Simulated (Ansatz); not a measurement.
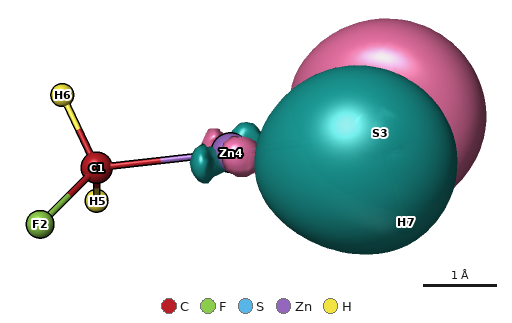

The picture shows: CH3FSZn (SMILES F[CH2][Zn][SH]). One frontier orbital at ±0.1 Å⁻³ᐟ² (teal and pink are the two phases), seen at a tilt.

Geometry: PBE-D3(BJ)/def2-SVP.

These are results of isolated molecule in a Gaussian basis; Kohn-Sham density functional theory, functional PBE0 (Ansatz 0.2.0), not measurements.

The calculation's input:

```
crystal:
  periodic: [false, false, false]
  atoms:
    - {symbol: C, position_ang: [-1.093884, -0.300059, 0.739360]}
    - {symbol: F, position_ang: [-0.435174, 0.245838, 1.838108]}
    - {symbol: S, position_ang: [-1.049392, 2.181632, -2.611968]}
    - {symbol: Zn, position_ang: [-1.051597, 0.879164, -0.845119]}
    - {symbol: H, position_ang: [-0.629571, -1.284232, 0.494833]}
    - {symbol: H, position_ang: [-2.152321, -0.509832, 1.022449]}
    - {symbol: H, position_ang: [0.231005, 1.819042, -2.915136]}
basis:
  gaussian:
    orbitals: def2-TZVPD
magnetization:
  spin_polarized: false
  initial_magnetization: 0
hamiltonian:
  xc: pbe0
output: {forces: true, orbitals: {seedname: orbitals}}
```

Command:

```sh
ansatz run input.yaml --threads 2 --pin off --max-ram 4350MiB --events-out events.jsonl --progress --plain --runs-dir runs
```

Which orbital is it: HOMO or LUMO?

The HOMO, at −7.35 eV. By Hirshfeld shares it lies mainly on S3 (about 85 %) and Zn4 (about 10 %); largely a lone pair of S3.
